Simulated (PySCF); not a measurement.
## Run report: CuAsH₃Cl, GW calculation

CuAsH₃Cl (Cu(AsH3)Cl), SMILES [Cl][Cu]<-[AsH3], computed with G0W0 (BP86)/6-31G*, RKS (PySCF 2.14.0).

The geometry comes from this level: GFN2-xTB.

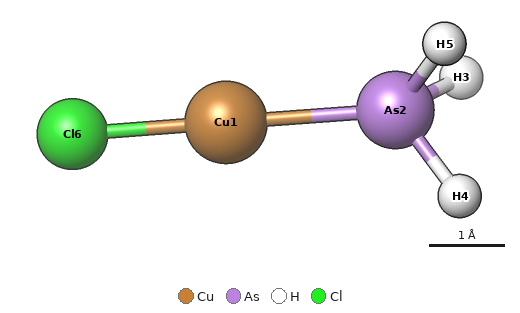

**Figure 1.** The input geometry (ball-and-stick view, seen at a tilt; atoms are numbered from 1 in the order of the input). Sticks mark near contacts.

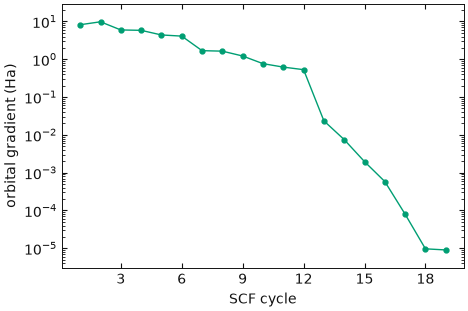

**Figure 2.** Convergence of the self-consistent field: orbital gradient against the SCF cycle. The residual falls almost steadily, with no more than small rises.

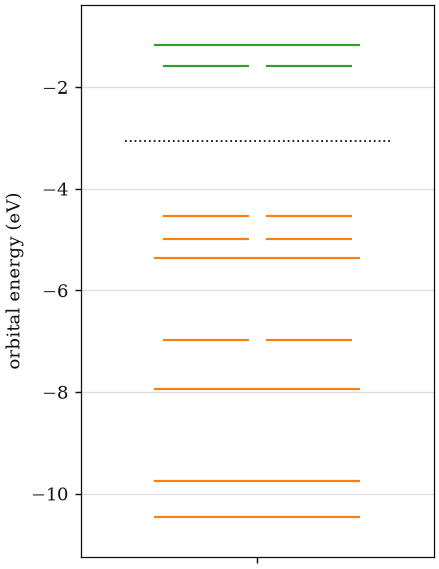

**Figure 3.** Orbital energies near the frontier; the dotted line parts filled from empty levels, and levels within 0.02 eV of each other stand side by side. Highest filled −4.54 eV, lowest empty −1.59 eV, 2.95 eV apart.

The input and output of the run follow.

**Input file (run.py)**
```python
# Cu(AsH3)Cl
from pyscf import gto, dft, gw

mol = gto.Mole()
mol.atom = '''
Cu     0.010960     0.011263    -2.991134
As     0.012416    -0.033429     1.329819
H      1.478937    -1.851610     2.878903
H     -2.323248    -0.390606     2.839181
H      0.841098     2.169236     2.852069
Cl    -0.020144     0.095148    -6.908858
'''
mol.basis = '6-31g*'
mol.max_memory = 1860
mol.charge = 0
mol.unit = 'bohr'
mol.verbose = 4
mol.build()

calc0 = dft.RKS(mol)
calc0.xc = 'bp86'
calc0.grids.level = 4
calc0.conv_tol = 1e-10
calc0.kernel()
if not calc0.converged:
    calc0 = calc0.newton().run(calc0.mo_coeff, calc0.mo_occ)

etot = calc0.e_tot
print('Final energy', etot)

nocc = mol.nelec[0]
orbs = list(range(max(0, nocc - 2), min(mol.nao, nocc + 2)))
mygw = gw.GW(calc0, freq_int='ac')
mygw.orbs = orbs
mygw.kernel()
print('orbital   mean field (eV)   quasiparticle (eV)')
for p in orbs:
    print('%4d %12.4f %12.4f' % (p + 1, calc0.mo_energy[p] * 27.211386, mygw.mo_energy[p] * 27.211386))
```

Launch command:
```bash
OMP_NUM_THREADS=1 python run.py
```

**The program's output**
```
PySCF version 2.14.0

[INPUT] num. atoms = 6
[INPUT] num. electrons = 82
[INPUT] charge = 0
[INPUT] spin (= nelec alpha-beta = 2S) = 0
[INPUT] symmetry False subgroup None
[INPUT] Mole.unit = bohr
[INPUT] Symbol           X                Y                Z      unit          X                Y                Z       unit  Magmom
[INPUT]  1 Cu     0.005799782232   0.005960122927  -1.582839947608 AA    0.010960000000   0.011263000000  -2.991134000000 Bohr   0.0
[INPUT]  2 As     0.006570264251  -0.017689864984   0.703709909448 AA    0.012416000000  -0.033429000000   1.329819000000 Bohr   0.0
[INPUT]  3 H      0.782619756786  -0.979829815512   1.523449860049 AA    1.478937000000  -1.851610000000   2.878903000000 Bohr   0.0
[INPUT]  4 H     -1.229409896915  -0.206699793649   1.502429882877 AA   -2.323248000000  -0.390606000000   2.839181000000 Bohr   0.0
[INPUT]  5 H      0.445089893750   1.147910256307   1.509249918771 AA    0.841098000000   2.169236000000   2.852069000000 Bohr   0.0
[INPUT]  6 Cl    -0.010659745737   0.050350153265  -3.656010207082 AA   -0.020144000000   0.095148000000  -6.908858000000 Bohr   0.0

nuclear repulsion = 470.292343620051
number of shells = 38
number of NR pGTOs = 255
number of NR cGTOs = 90
basis = 6-31g*
ecp = {}

******** <class 'pyscf.dft.rks.RKS'> ********
method = RKS
initial guess = minao
damping factor = 0
level_shift factor = 0
DIIS = <class 'pyscf.scf.diis.CDIIS'>
diis_start_cycle = 1
diis_space = 8
diis_damp = 0
SCF conv_tol = 1e-10
SCF conv_tol_grad = None
SCF max_cycles = 50
direct_scf = True
direct_scf_tol = 1e-13
XC library pyscf.dft.libxc version 7.0.0
    S. Lehtola, C. Steigemann, M. J.T. Oliveira, and M. A.L. Marques.,  SoftwareX 7, 1–5 (2018)
XC functionals = bp86
    A. D. Becke.,  Phys. Rev. A 38, 3098 (1988)
    J. P. Perdew.,  Phys. Rev. B 33, 8822 (1986)
radial grids:
    Treutler-Ahlrichs [JCP 102, 346 (1995); DOI:10.1063/1.469408] (M4) radial grids

becke partition: Becke, JCP 88, 2547 (1988); DOI:10.1063/1.454033
pruning grids: <function nwchem_prune>
grids dens level: 4
symmetrized grids: False
atomic radii adjust function: <function treutler_atomic_radii_adjust>
small_rho_cutoff = 0
Set gradient conv threshold to 1e-05
Initial guess from minao.
tot grids = 136384
init E= -4337.38662127179
  HOMO = -0.0239694595236101  LUMO = -0.0160221830634581  gap/eV = 0.21626
cycle= 1 E= -4325.32508522111  delta_E= 12.1  |g|= 8.21  |ddm|= 5.87

WARN: HOMO -0.787195496926738 == LUMO -0.787191458850415

cycle= 2 E= -4288.26735440869  delta_E= 37.1  |g|= 9.81  |ddm|= 17.2
  HOMO = -0.091242639078537  LUMO = -0.0730533910490984  gap/eV = 0.49495
cycle= 3 E= -4321.83983053353  delta_E= -33.6  |g|= 5.97  |ddm|= 18.8
  HOMO = -0.236274827437635  LUMO = -0.158809590664284  gap/eV = 2.10794
cycle= 4 E= -4326.58956844774  delta_E= -4.75  |g|= 5.83  |ddm|= 11.8
  HOMO = -0.193535593896677  LUMO = -0.112403557082607  gap/eV = 2.20772
cycle= 5 E= -4329.62212844625  delta_E= -3.03  |g|=  4.4  |ddm|=  8.2
  HOMO = -0.136396611921336  LUMO = -0.118655173763868  gap/eV = 0.48277
cycle= 6 E= -4330.03815189107  delta_E= -0.416  |g|=  4.1  |ddm|= 8.08
  HOMO = -0.294675699000849  LUMO = -0.0824809913350211  gap/eV = 5.77411
cycle= 7 E= -4337.89151198134  delta_E= -7.85  |g|= 1.69  |ddm|= 4.62
  HOMO = -0.194228453532191  LUMO = -0.0774283596887834  gap/eV = 3.17829
cycle= 8 E= -4337.53221885599  delta_E= 0.359  |g|= 1.64  |ddm|= 2.66
  HOMO = -0.237826955831927  LUMO = -0.0767423487481922  gap/eV = 4.38334
cycle= 9 E= -4338.15166829904  delta_E= -0.619  |g|= 1.22  |ddm|= 1.36
  HOMO = -0.216030466013662  LUMO = -0.081004093138395  gap/eV = 3.67425
cycle= 10 E= -4338.24995100211  delta_E= -0.0983  |g|= 0.766  |ddm|= 0.463
  HOMO = -0.221243157091809  LUMO = -0.0554322343573281  gap/eV = 4.51195
cycle= 11 E= -4338.33620305911  delta_E= -0.0863  |g|= 0.621  |ddm|= 0.604
  HOMO = -0.126325276563344  LUMO = -0.0491113361555117  gap/eV = 2.10110
cycle= 12 E= -4338.3502703663  delta_E= -0.0141  |g|= 0.531  |ddm|= 1.11
  HOMO = -0.164443767317733  LUMO = -0.0584083923548324  gap/eV = 2.88537
cycle= 13 E= -4338.39446212054  delta_E= -0.0442  |g|= 0.0235  |ddm|= 0.505
  HOMO = -0.167398880068643  LUMO = -0.0585400158728352  gap/eV = 2.96220
cycle= 14 E= -4338.39465587557  delta_E= -0.000194  |g|= 0.00749  |ddm|= 0.0417
  HOMO = -0.166993577345984  LUMO = -0.0585163025171668  gap/eV = 2.95182
cycle= 15 E= -4338.39466399184  delta_E= -8.12e-06  |g|= 0.00196  |ddm|= 0.00659
  HOMO = -0.166982539907411  LUMO = -0.058566796796954  gap/eV = 2.95014
cycle= 16 E= -4338.39466453853  delta_E= -5.47e-07  |g|= 0.000582  |ddm|= 0.00179
  HOMO = -0.16690749455437  LUMO = -0.0585326415371396  gap/eV = 2.94903
cycle= 17 E= -4338.39466461128  delta_E= -7.27e-08  |g|= 7.96e-05  |ddm|= 0.000905
  HOMO = -0.166913252656584  LUMO = -0.0585340943436826  gap/eV = 2.94915
cycle= 18 E= -4338.39466461281  delta_E= -1.53e-09  |g|= 9.66e-06  |ddm|= 0.000119
  HOMO = -0.166910112832388  LUMO = -0.0585328660586557  gap/eV = 2.94910
cycle= 19 E= -4338.39466461283  delta_E= -2.18e-11  |g|= 9.03e-06  |ddm|= 2.76e-05
  HOMO = -0.166915173532768  LUMO = -0.0585336033227714  gap/eV = 2.94921
Extra cycle  E= -4338.39466461244  delta_E= 3.89e-10  |g|= 5.26e-05  |ddm|= 6.08e-05
converged SCF energy = -4338.39466461244
Final energy -4338.394664612442
Default auxbasis cc-pvdz-ri is used for Cl 6-31g*
Default auxbasis cc-pvdz-ri is used for H 6-31g*
Default auxbasis cc-pvdz-ri is used for As 6-31g*
ETB for Cu: l = 0, exps = 0.094664 * 2^n , n = 0..20
ETB for Cu: l = 1, exps = 0.094664 * 2^n , n = 0..17
ETB for Cu: l = 2, exps = 0.094664 * 2^n , n = 0..15
ETB for Cu: l = 3, exps = 0.35553671234346534 * 2^n , n = 0..10
ETB for Cu: l = 4, exps = 0.38918170563375665 * 2^n , n = 0..7
ETB for Cu: l = 5, exps = 1.461679034535284 * 2^n , n = 0..2
ETB for Cu: l = 6, exps = 1.6 * 2^n , n = 0..0
ETB for Cl: l = 0, exps = 0.285314 * 2^n , n = 0..17
ETB for Cl: l = 1, exps = 0.285314 * 2^n , n = 0..14
ETB for Cl: l = 2, exps = 0.285314 * 2^n , n = 0..11
ETB for Cl: l = 3, exps = 0.6541949250796738 * 2^n , n = 0..5
ETB for Cl: l = 4, exps = 1.5 * 2^n , n = 0..0
ETB for H: l = 0, exps = 0.3225556 * 2^n , n = 0..6
ETB for As: l = 0, exps = 0.165846 * 2^n , n = 0..20
ETB for As: l = 1, exps = 0.165846 * 2^n , n = 0..17
ETB for As: l = 2, exps = 0.165846 * 2^n , n = 0..14
ETB for As: l = 3, exps = 0.32968995799083717 * 2^n , n = 0..10
ETB for As: l = 4, exps = 0.6554 * 2^n , n = 0..7

WARN: Even tempered Gaussians are generated as DF auxbasis for  Cu

******** <class 'pyscf.gw.gw_ac.GWAC'> ********
method = GWAC
GW nocc = 41, nvir = 49
frozen orbitals = None
off-diagonal self-energy = False
GW density matrix = False
density-fitting for exchange = False
outcore for self-energy= False
broadening parameter = 5.000e-03
number of grids = 100
analytic continuation method = pade
imaginary frequency cutoff = 5.0
Pade points = 18
Pade step ratio = 0.667
use perturbative linearized QP eqn = False
QPE max iter = 100
QPE tolerance = 1.0e-06

Starting get_sigma_diag main loop with 100 frequency points.
   0    1    2    3    4    5    6    7    8    9   10   11
  12   13   14   15   16   17   18   19   20   21   22   23
  24   25   26   27   28   29   30   31   32   33   34   35
  36   37   38   39   40   41   42   43   44   45   46   47
  48   49   50   51   52   53   54   55   56   57   58   59
  60   61   62   63   64   65   66   67   68   69   70   71
  72   73   74   75   76   77   78   79   80   81   82   83
  84   85   86   87   88   89   90   91   92   93   94   95
  96   97   98   99
Finished get_sigma_diag main loop.

WARN: GW QP energies may not be sorted from min to max

orbital   mean field (eV)   quasiparticle (eV)
  40      -4.5421      -6.3643
  41      -4.5420      -6.3644
  42      -1.5928       1.4430
  43      -1.5831       1.4543
```

**Results in brief**

| quantity | value |
| --- | --- |
| outcome | converged |
| total energy | −4338.394665 hartree |
| basis functions | 90 |
| HOMO | −4.54 eV |
| LUMO | −1.59 eV |
| dipole moment | 6.29 D |
| hardware | 1 thread of Arm Neoverse V2, 24 GiB of memory available, shared host |
| wall time | 35 s |
| peak memory | 0.54 GiB |
